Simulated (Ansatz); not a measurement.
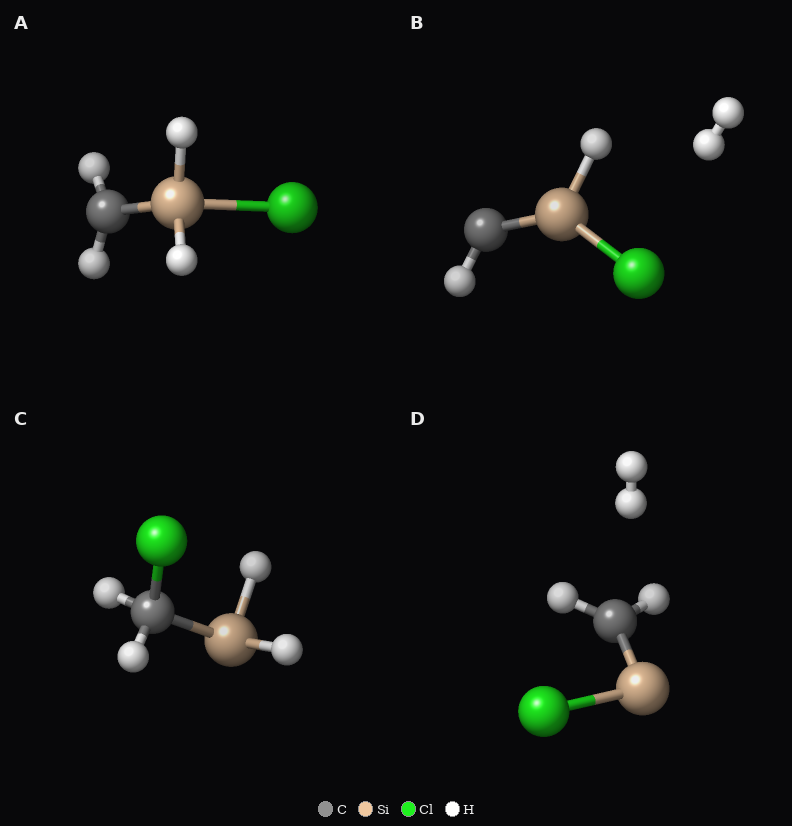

4 stationary structures of one formula. Charge −1, singlet. Geometries: PBE0-D4/def2-TZVPD. Electronic energies: RHF-CCSD(T) (frozen core)/def2-TZVPPD (Ansatz 0.2.0), without zero-point energy. No frequency run is at hand to confirm each as a minimum. Each is one conformer, not always the lowest.

Rank them by energy, lowest first.

A is lowest (Cs); D lies 0.921 eV above it (C1), C lies 1.356 eV above it (Cs), B lies 2.611 eV above it (C1).
